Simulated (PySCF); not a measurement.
# doublet C2H5NSi+ at UMP2/aug-cc-pVDZ

We compute the energy of doublet C2H5NSi+. 

The calculation is run with PySCF 2.14.0.

4 further runs of the same task are left out: 4 set aside as unsound or not needed.

## Step 1: The system as given

The species is C2H5NSi+ (9 atoms), meant as a doublet with charge +1. As SMILES of the parent species, `C[SiH2]C#N`. The shape is that of a PBE0-D4/def2-TZVP optimisation. That shape belongs to the parent species and isn't relaxed for this state.

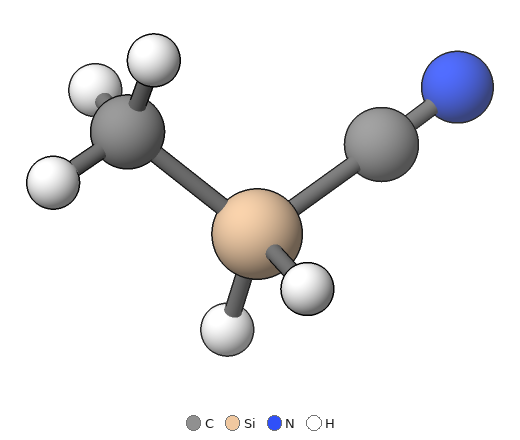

Viewed from a chosen angle; carbon grey, silicon light orange, nitrogen blue, hydrogen white.

## Step 2: The energy at UMP2/aug-cc-pVDZ

Contents of input.py:

```python
from pyscf import gto, mp

mol = gto.M(
    atom='''
C     -1.269896     1.759524    -0.940139
Si    -0.277412    -1.048042     0.922753
C      3.095938    -1.719840     0.245286
N      5.191645    -2.102131    -0.203335
H     -1.047097     1.409925    -2.960823
H     -0.137572     3.407932    -0.434259
H     -3.253919     2.192838    -0.568619
H     -1.688092    -3.362579     0.221098
H     -0.446731    -0.625121     3.685533
''',
    verbose=3,
    max_memory=1860,
    spin=1,
    charge=1,
    basis='aug-cc-pvdz',
    unit='bohr',
)

mf = mol.UHF()
mf.conv_tol = 1e-10
mf.kernel()
if not mf.converged:
    mf = mf.newton().run(mf.mo_coeff, mf.mo_occ)

pt = mp.MP2(mf, frozen=8).run()
e_tot = pt.e_tot
print('E = %.10f Eh' % e_tot)
```

The run is started by

```sh
OMP_NUM_THREADS=1 python input.py
```

The program printed:

```text
SCF not converged.
SCF energy = -421.635105459063 after 50 cycles  <S^2> = 0.91950148  2S+1 = 2.1628698
converged SCF energy = -421.650947833977  <S^2> = 0.76023767  2S+1 = 2.0102116
E(UMP2) = -422.126716486811  E_corr = -0.475768652833863
E(SCS-UMP2) = -422.129834191225  E_corr = -0.478886357247572
E = -422.1267164868 Eh
```

Run time: 82 s. Hardware: 1 thread of Arm Neoverse V1, shared host; peak memory 0.89 GiB.

## Step 3: Results

Level: UMP2/aug-cc-pVDZ, 8 core orbitals frozen.

| quantity | value |
| --- | --- |
| total energy | -422.12672 Eh |
| HOMO energy (Hartree–Fock orbitals) (highest over α and β) | -18.02 eV |
| LUMO energy (Hartree–Fock orbitals) (lowest over α and β) | -9.43 eV |
| correlation energy (8 core orbitals frozen) | -475.8 mEh |
| ⟨S²⟩ of the reference determinant | 0.760 |
